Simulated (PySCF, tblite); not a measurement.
# C6H7Cl: a rotation path, then NMR shifts on frames, part 2 of 2

tblite 0.8.0 and PySCF 2.14.0. Atoms count from 0. The steps go on from the part before.

## (5) NMR shieldings: image 5, PBE0/pcSseg-1

The job: settings as JSON, then the geometry in Å.

```
{"job": {"kind": "nmr", "xc": "PBE0", "basis": "pcSseg-1", "pop": false}, "charge": 0, "multiplicity": 1}
C     -2.718500    -0.193700    -0.371100
C     -1.577600    -0.340200    -0.698200
C     -0.176700    -0.499900    -1.047500
C      0.684700    -0.164900     0.141700
C      1.331400    -1.096900     0.824100
C      0.811100     1.280200     0.547100
Cl    -0.421000     2.362600    -0.161700
H     -3.721000    -0.050300    -0.099300
H     -0.000800    -1.532800    -1.358300
H      0.058300     0.167800    -1.881700
H      1.289600    -2.135300     0.545200
H      1.936400    -0.857500     1.682500
H      1.776500     1.676900     0.225600
H      0.726800     1.383500     1.629500
```

With the program's defaults for keys left out, this is: GIAO PBE0/pcSseg-1 NMR shielding, non-relativistic, gas phase.

Output:

```text
coarse grid: 12480 points
cycle   1  E = -692.3676818764  dE =  8.885e-01  |g| = 4.279e-01  |ddm| = 3.557e+00
cycle   2  E = -692.3668570062  dE =  8.249e-04  |g| = 4.431e-01  |ddm| = 1.015e+00
cycle   3  E = -692.4123114861  dE = -4.545e-02  |g| = 1.358e-01  |ddm| = 4.891e-01
cycle   4  E = -692.4166160493  dE = -4.305e-03  |g| = 4.469e-02  |ddm| = 1.431e-01
cycle   5  E = -692.4170254899  dE = -4.094e-04  |g| = 1.795e-02  |ddm| = 4.204e-02
cycle   6  E = -692.4171000713  dE = -7.458e-05  |g| = 4.385e-03  |ddm| = 1.633e-02
cycle   7  E = -692.4171045993  dE = -4.528e-06  |g| = 1.139e-03  |ddm| = 4.458e-03
final grid: 116600 points
cycle   8  E = -692.4602717963  dE = -3.685e-05  |g| = 6.770e-03  |ddm| = 3.960e-02
cycle   9  E = -692.4602683404  dE =  3.456e-06  |g| = 7.526e-03  |ddm| = 1.459e-02
cycle  10  E = -692.4602821746  dE = -1.383e-05  |g| = 2.109e-03  |ddm| = 8.834e-03
cycle  11  E = -692.4602831938  dE = -1.019e-06  |g| = 4.796e-04  |ddm| = 1.923e-03
cycle  12  E = -692.4602832420  dE = -4.817e-08  |g| = 1.798e-04  |ddm| = 4.657e-04
cycle  13  E = -692.4602832494  dE = -7.444e-09  |g| = 4.502e-05  |ddm| = 1.560e-04
cycle  14  E = -692.4602832499  dE = -4.812e-10  |g| = 1.145e-05  |ddm| = 5.266e-05
converged SCF energy = -692.4602832499

GIAO shielding tensors (ppm)
atom      isotropic    diamagn.    paramagn.     s11        s22        s33       span
  0 C      107.327     256.970    -149.643     36.621     42.781    242.580    205.959
  1 C       99.839     265.626    -165.787      0.914      4.900    293.703    292.790
  2 C      157.303     241.532     -84.229    145.709    157.415    168.785     23.076
  3 C       35.780     259.954    -224.174    -87.801     48.079    147.062    234.863
  4 C       69.111     251.359    -182.248    -38.009     91.597    153.745    191.754
  5 C      134.319     243.198    -108.879    100.975    139.846    162.137     61.162
  6 Cl     867.131    1146.647    -279.515    727.335    832.598   1041.461    314.127
  7 H       30.099      34.228      -4.129     24.838     25.370     40.089     15.250
  8 H       28.745      28.078       0.667     24.153     27.550     34.532     10.379
  9 H       28.419      26.586       1.834     25.383     27.143     32.731      7.348
 10 H       26.319      30.569      -4.250     22.935     24.831     31.191      8.256
 11 H       26.586      30.225      -3.639     23.515     25.109     31.134      7.619
 12 H       27.164      27.835      -0.671     20.681     27.256     33.555     12.874
 13 H       27.114      28.642      -1.528     21.114     27.076     33.153     12.038
```

Wall time 18 s (1 thread of Intel Xeon Platinum 8375C at 2.90GHz, shared host); peak memory 0.76 GiB.

In short: δ C3 151.1, C4 117.8, C1 87.1, C0 79.6, H10 5.40, H11 5.13 ppm.

## (6) Shielding tensors: image 6, PBE0/pcSseg-1

The job: settings as JSON, then the geometry in Å.

```
{"job": {"kind": "nmr", "xc": "PBE0", "basis": "pcSseg-1", "pop": false}, "charge": 0, "multiplicity": 1}
C     -2.724000    -0.196300    -0.456500
C     -1.570000    -0.338900    -0.735700
C     -0.158600    -0.498500    -1.041700
C      0.678400    -0.164000     0.167000
C      1.289100    -1.099700     0.877400
C      0.847000     1.284900     0.524400
Cl    -0.593500     2.298100     0.199900
H     -3.732300    -0.040800    -0.214500
H      0.022500    -1.532900    -1.345800
H      0.099200     0.166100    -1.872000
H      1.235500    -2.141000     0.610200
H      1.881200    -0.861400     1.745000
H      1.653700     1.726600    -0.064900
H      1.071300     1.397400     1.584800
```

With the program's defaults for keys left out, this is: GIAO PBE0/pcSseg-1 NMR shielding, non-relativistic, gas phase.

Output:

```text
coarse grid: 12480 points
cycle   1  E = -692.3678867347  dE =  8.841e-01  |g| = 4.271e-01  |ddm| = 3.554e+00
cycle   2  E = -692.3675084482  dE =  3.783e-04  |g| = 4.406e-01  |ddm| = 1.051e+00
cycle   3  E = -692.4125413897  dE = -4.503e-02  |g| = 1.365e-01  |ddm| = 5.153e-01
cycle   4  E = -692.4168716997  dE = -4.330e-03  |g| = 4.572e-02  |ddm| = 1.436e-01
cycle   5  E = -692.4173079880  dE = -4.363e-04  |g| = 1.729e-02  |ddm| = 4.259e-02
cycle   6  E = -692.4173769245  dE = -6.894e-05  |g| = 4.464e-03  |ddm| = 1.621e-02
cycle   7  E = -692.4173815901  dE = -4.666e-06  |g| = 1.188e-03  |ddm| = 4.633e-03
final grid: 116600 points
cycle   8  E = -692.4611261746  dE = -3.737e-05  |g| = 6.853e-03  |ddm| = 3.957e-02
cycle   9  E = -692.4611226985  dE =  3.476e-06  |g| = 7.607e-03  |ddm| = 1.478e-02
cycle  10  E = -692.4611368574  dE = -1.416e-05  |g| = 2.134e-03  |ddm| = 8.992e-03
cycle  11  E = -692.4611379010  dE = -1.044e-06  |g| = 4.921e-04  |ddm| = 1.988e-03
cycle  12  E = -692.4611379519  dE = -5.088e-08  |g| = 1.819e-04  |ddm| = 4.691e-04
cycle  13  E = -692.4611379595  dE = -7.607e-09  |g| = 4.567e-05  |ddm| = 1.567e-04
cycle  14  E = -692.4611379600  dE = -5.025e-10  |g| = 1.142e-05  |ddm| = 5.401e-05
converged SCF energy = -692.4611379600

GIAO shielding tensors (ppm)
atom      isotropic    diamagn.    paramagn.     s11        s22        s33       span
  0 C      106.538     257.095    -150.557     36.421     42.177    241.016    204.596
  1 C       99.806     265.255    -165.449      0.238      6.389    292.791    292.553
  2 C      157.872     241.356     -83.483    146.168    157.218    170.230     24.062
  3 C       35.865     260.092    -224.226    -87.393     42.991    151.998    239.391
  4 C       66.569     251.336    -184.767    -37.710     88.024    149.392    187.103
  5 C      131.671     243.174    -111.503    100.172    139.712    155.129     54.957
  6 Cl     850.984    1146.812    -295.828    720.396    803.853   1028.703    308.307
  7 H       30.092      34.308      -4.216     24.868     25.438     39.970     15.102
  8 H       28.650      28.045       0.605     24.056     27.486     34.408     10.353
  9 H       28.615      26.650       1.965     26.169     26.481     33.194      7.025
 10 H       26.419      30.527      -4.109     23.103     24.915     31.239      8.136
 11 H       26.439      30.215      -3.776     23.383     25.119     30.815      7.432
 12 H       27.243      27.793      -0.550     21.269     26.953     33.506     12.238
 13 H       27.288      28.903      -1.615     21.321     27.203     33.341     12.020
```

Wall time 18 s (1 thread of Intel Xeon Platinum 8375C at 2.90GHz, shared host); peak memory 0.76 GiB.

Key values: δ C3 151.1, C4 120.4, C1 87.1, C0 80.4, H10 5.30, H11 5.28 ppm.

## (7) Shielding tensors: image 8, PBE0/pcSseg-1

The job: settings as JSON, then the geometry in Å.

```
{"job": {"kind": "nmr", "xc": "PBE0", "basis": "pcSseg-1", "pop": false}, "charge": 0, "multiplicity": 1}
C     -2.699400    -0.348800    -0.526000
C     -1.532200    -0.375400    -0.785400
C     -0.110000    -0.418800    -1.077900
C      0.691200    -0.126900     0.168700
C      1.079200    -1.084000     0.997500
C      0.995100     1.310800     0.436100
Cl    -0.517600     2.210500     0.814000
H     -3.723900    -0.315500    -0.304900
H      0.136800    -1.413700    -1.457600
H      0.111700     0.319100    -1.853900
H      0.860900    -2.121200     0.808100
H      1.628400    -0.867400     1.898100
H      1.428400     1.801900    -0.436400
H      1.650700     1.428800     1.297500
```

Level: GIAO PBE0/pcSseg-1 NMR shielding, non-relativistic, gas phase.

Output:

```text
coarse grid: 12480 points
cycle   1  E = -692.3721776729  dE =  8.691e-01  |g| = 4.218e-01  |ddm| = 3.527e+00
cycle   2  E = -692.3733548450  dE = -1.177e-03  |g| = 4.286e-01  |ddm| = 1.097e+00
cycle   3  E = -692.4164304842  dE = -4.308e-02  |g| = 1.299e-01  |ddm| = 5.364e-01
cycle   4  E = -692.4202900424  dE = -3.860e-03  |g| = 4.665e-02  |ddm| = 1.367e-01
cycle   5  E = -692.4207571205  dE = -4.671e-04  |g| = 1.622e-02  |ddm| = 4.255e-02
cycle   6  E = -692.4208166614  dE = -5.954e-05  |g| = 4.636e-03  |ddm| = 1.576e-02
cycle   7  E = -692.4208216642  dE = -5.003e-06  |g| = 1.229e-03  |ddm| = 4.547e-03
final grid: 116600 points
cycle   8  E = -692.4647586403  dE = -4.104e-05  |g| = 6.992e-03  |ddm| = 4.631e-02
cycle   9  E = -692.4647547078  dE =  3.933e-06  |g| = 7.850e-03  |ddm| = 1.550e-02
cycle  10  E = -692.4647698570  dE = -1.515e-05  |g| = 2.131e-03  |ddm| = 9.087e-03
cycle  11  E = -692.4647708947  dE = -1.038e-06  |g| = 5.013e-04  |ddm| = 1.965e-03
cycle  12  E = -692.4647709474  dE = -5.276e-08  |g| = 1.908e-04  |ddm| = 4.700e-04
cycle  13  E = -692.4647709558  dE = -8.308e-09  |g| = 5.036e-05  |ddm| = 1.698e-04
cycle  14  E = -692.4647709564  dE = -6.048e-10  |g| = 1.252e-05  |ddm| = 5.626e-05
converged SCF energy = -692.4647709564

GIAO shielding tensors (ppm)
atom      isotropic    diamagn.    paramagn.     s11        s22        s33       span
  0 C      108.972     256.942    -147.970     38.976     44.482    243.459    204.482
  1 C       99.144     264.699    -165.555     -0.747      3.892    294.287    295.035
  2 C      158.710     242.340     -83.630    148.535    153.887    173.707     25.172
  3 C       34.876     259.981    -225.105    -89.010     37.576    156.062    245.072
  4 C       61.020     252.161    -191.141    -43.707     78.587    148.179    191.886
  5 C      129.080     244.346    -115.266    107.568    135.039    144.634     37.067
  6 Cl     809.440    1146.772    -337.332    620.907    758.871   1048.543    427.636
  7 H       30.142      34.169      -4.027     24.974     25.411     40.041     15.067
  8 H       28.504      27.946       0.557     24.327     27.087     34.098      9.771
  9 H       28.907      27.443       1.464     25.990     27.304     33.427      7.438
 10 H       26.245      30.753      -4.508     23.062     24.831     30.844      7.782
 11 H       26.084      30.454      -4.369     22.790     25.051     30.412      7.622
 12 H       27.568      28.396      -0.828     23.201     26.273     33.231     10.031
 13 H       27.499      29.297      -1.797     22.102     26.856     33.540     11.439
```

Wall time 18 s (1 thread of Intel Xeon Platinum 8375C at 2.90GHz, shared host); peak memory 0.76 GiB.

Key values: δ C3 152.0, C4 125.9, C1 87.8, C0 78.0, H11 5.63, H10 5.47 ppm.

## (8) Side by side: NMR shifts

Shifts (ppm) of some atoms, chosen among heavy atoms and hydrogens apart, with basis size and wall time:

| frame | C4 | C0 | C5 | C2 | H13 | H9 | Cl6 | functions | time |
| --- | --- | --- | --- | --- | --- | --- | --- | --- | --- |
| image 0 | 124.2 | 76.6 | 52.9 | 26.1 | 4.65 | 3.57 | 123 | 161 | 18 s |
| image 2 | 120.2 | 76.7 | 53.4 | 26.6 | 4.89 | 3.90 | 79 | 161 | 18 s |
| image 5 | 117.8 | 79.6 | 52.6 | 29.6 | 4.60 | 3.30 | 83 | 161 | 18 s |
| image 6 | 120.4 | 80.4 | 55.3 | 29.1 | 4.43 | 3.10 | 99 | 161 | 18 s |
| image 8 | 125.9 | 78.0 | 57.8 | 28.2 | 4.22 | 2.81 | 140 | 161 | 18 s |

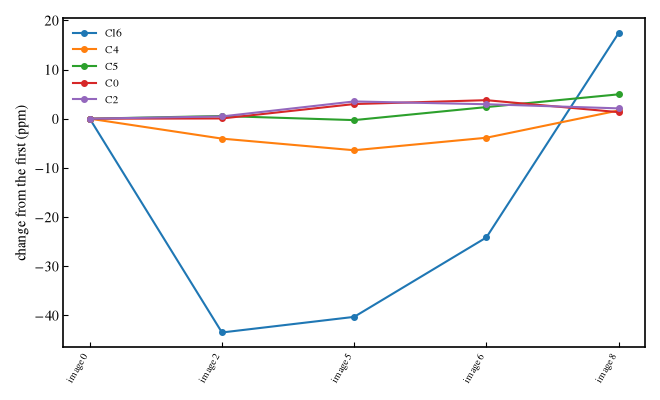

How five of the tabulated atoms move from run to run.

## (9) Results

The summary covers parts 1 to 2.

| quantity | value |
| --- | --- |
| barrier | 0.131 eV (3.0 kcal/mol) at image 5 |
| end to end (GFN2-xTB) | 0.057 eV |
| ¹³C shifts against TMS (PBE0/pcSseg-1, image 0) | 152.0, 124.2, 86.5, 76.6, 52.9, 26.1 ppm |
| ¹H shifts against TMS (PBE0/pcSseg-1, image 0) | 5.49, 5.38, 4.65, 4.06, 3.57, 2.92, 1.47 ppm |
| ³⁵Cl shifts against HCl (PBE0/pcSseg-1, image 0) | 123 ppm |
| range of the shift of Cl6 | 79 to 140 ppm |

In words: Along the band the dihedral turns by 140°, and the top (dihedral 16°) lies 3.0 kcal/mol above the start (GFN2-xTB, rough), so at room temperature this motion is fast. The top was not checked by a frequency run. Shifts at one fixed geometry are not the observed spectrum, which averages over the motion. In the first frame run (image 0): The widest tensor belongs to Cl6: span 472 ppm, with a paramagnetic part of -319 ppm. In ppm, Cl6 moves most: its shift spreads over 61 ppm, from 79 (image 2) to 140 (image 8).
